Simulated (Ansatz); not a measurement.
The parent structure is CdSe in the wurtzite structure (space group P6_3mc, No. 186; a = 4.3829 Å, c = 7.1547 Å). Axes: x lies along a and z along c of the hexagonal cell.

Structures relaxed with Ansatz (a first-principles code), PBE, PAW, cutoff 420 eV, without spin-orbit coupling, earlier PAW set.

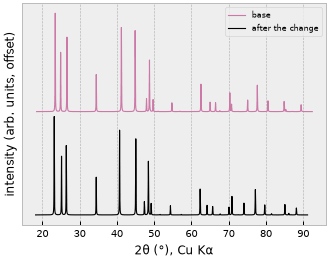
Fig. 1. Simulated powder patterns before (top) and after one change

Task: Name the change that was made.
A) biaxial strain +1.14 %, plane normal [001], relaxed out of plane
B) isotropic strain −0.65 %
C) uniaxial stress, 1 GPa tension along z
D) biaxial strain −1.18 %, plane normal [001], relaxed out of plane

Result: A, biaxial strain +1.14 %, plane normal [001], relaxed out of plane. Its volume per atom is 30.15 Å³ against 29.76 Å³, and its space group is P6_3mc (No. 186).

Beyond what the load breaks, stability against distortions was not tested.
